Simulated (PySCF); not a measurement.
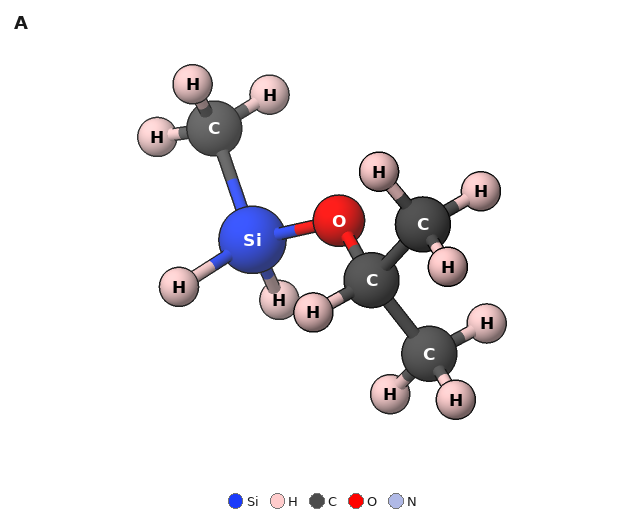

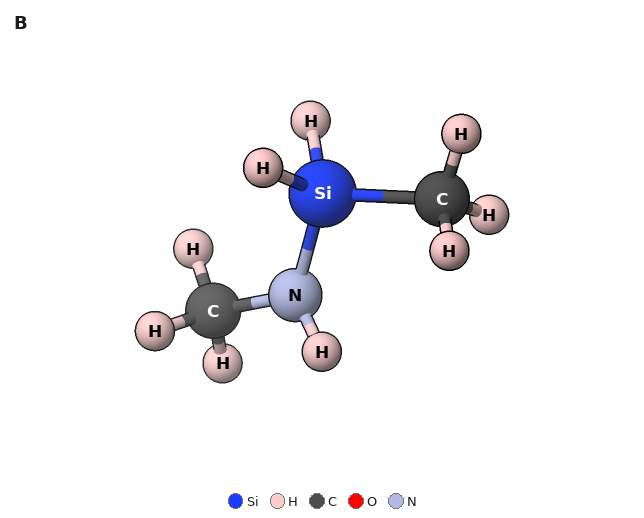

Two related species, optimised with PBE0-D3(BJ)/def2-SVP; properties computed with PySCF 2.14.0. Both: charge 0, singlet.

Question. Identify both.

Answer. A is SiH2Me(OiPr) (C[SiH2]OC(C)C), B is SiH2Me(NHMe) (CN[SiH2]C).

Compare them. With ωB97X-D/def2-SVPD: dipole moment (D), HOMO–LUMO gap (eV), HOMO energy (Kohn–Sham orbital) (eV), lowest vertical singlet excitation (eV), mean static polarisability (bohr³). With PBE0/pcSseg-1: shielding of Si (ppm), Hirshfeld charge of Si (e), IAO charge of Si (e). With PBE0-D3(BJ)/def2-SVP: mean Si–C length (Å), mean Si–H length (Å).

```
                               quantity      A      B
                      dipole moment (D)   0.45   1.07
                     HOMO–LUMO gap (eV)  12.03  10.81
   HOMO energy (Kohn–Sham orbital) (eV)  −9.74  −8.52
lowest vertical singlet excitation (eV)   7.55   6.22
     mean static polarisability (bohr³)   81.0   62.0
                  shielding of Si (ppm)  364.0  379.0
             Hirshfeld charge of Si (e)   0.40   0.36
                   IAO charge of Si (e)   0.99   0.90
                   mean Si–C length (Å)  1.864  1.874
                   mean Si–H length (Å)  1.500  1.502
```

Each is one conformer, and no frequency run is at hand to confirm it as a minimum.
